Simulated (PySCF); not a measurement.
**C7H10FPSi (SMILES Fc1ccc(PC[SiH3])cc1): density, localisation and related maps**

```xyz
20

F    -3.5520    1.0881    1.6992
C    -2.5686    0.5772    0.9279
C    -2.0522   -0.6677    1.2371
C    -1.0394   -1.1817    0.4489
C    -0.5444   -0.4579   -0.6301
P     0.7750   -1.1050   -1.7199
C     2.1601    0.0228   -1.2179
Si    2.4934    0.1977    0.6531
C    -1.1011    0.7824   -0.9300
C    -2.1105    1.3131   -0.1503
H    -2.4392   -1.2147    2.0824
H    -0.6282   -2.1546    0.6766
H     1.1218   -2.1645   -0.8690
H     3.0473   -0.3598   -1.7293
H     1.9473    0.9978   -1.6641
H     2.6749   -1.1374    1.2280
H     1.3716    0.8804    1.2988
H     3.7199    0.9822    0.8060
H    -0.7356    1.3362   -1.7835
H    -2.5454    2.2763   -0.3669
```

Geometry: GFN2-xTB.

Method: PBE0/pcSseg-1, SCF density, gas phase, non-relativistic (PySCF 2.14.0).

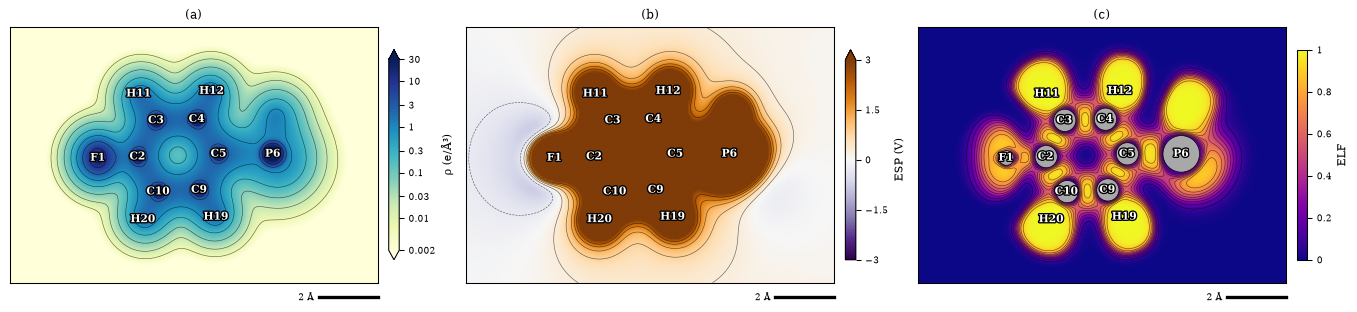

Figure 1. (a) electron density; (b) molecular electrostatic potential; (c) electron localisation function on the plane of atoms F1, C2 and C10. Grey discs cover the atomic cores in the ELF map.

**Describe what can be read from this map.**

Atoms in the plane: F, C, P and H.
C–F (1.35 Å): the density is about 2.2 e/Å³ at the midpoint, with its minimum of 1.7 e/Å³ about 0.5 Å from C; the ELF peaks at about 0.85 between the atoms: a polar covalent bond.
C–C (1.38 Å): ρ at the midpoint is about 2.1 e/Å³; the ELF peaks at about 0.95 between the atoms; a covalent bond.
C–P (1.83 Å): ρ is about 1.1 e/Å³ halfway; the ELF peaks at about 0.95 between the atoms, as expected for a shared electron pair.
C–H (1.08 Å): ρ is about 2 e/Å³ halfway; the ELF climbs to about 1 towards the hydrogen, as it does in any bond to H (an ordinary covalent bond to hydrogen).
The ELF also peaks beside P6 and F1, away from the bonds: lone-pair regions.
Outside the dense part of the molecule the potential is most negative (−0.8 V) near F1.

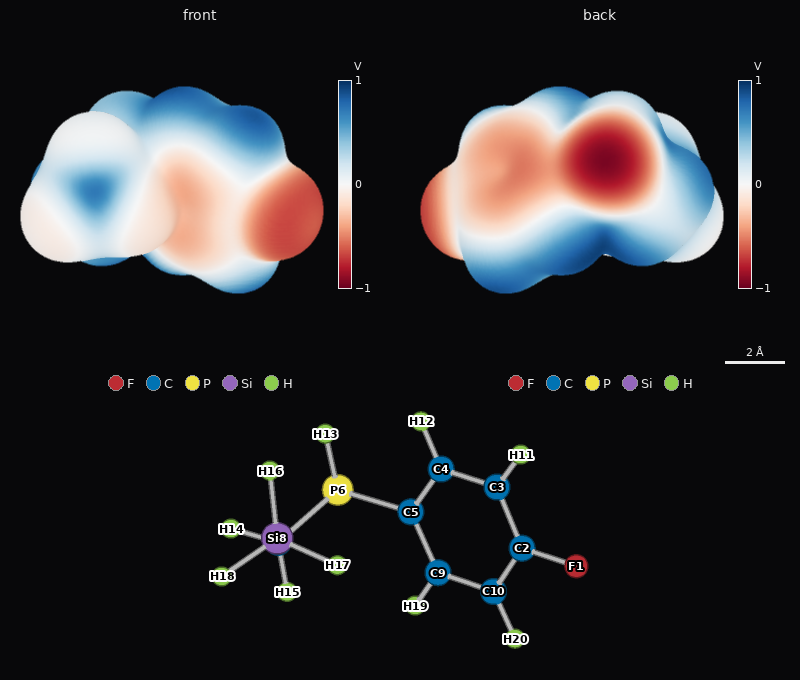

Figure 2. The electrostatic potential painted on the density surface at 0.001 e/bohr³, seen from the front and from behind; the colour scale runs from red (negative) to blue (positive). The bare structure is drawn below in the same view.

**Where is the surface potential most negative and most positive?**

The most negative region (about −0.9 V) lies over P6, the most positive (about +0.9 V) over H15 and H19.

**What dipole moment does the calculation give?**

Its dipole moment is 1.18 D.
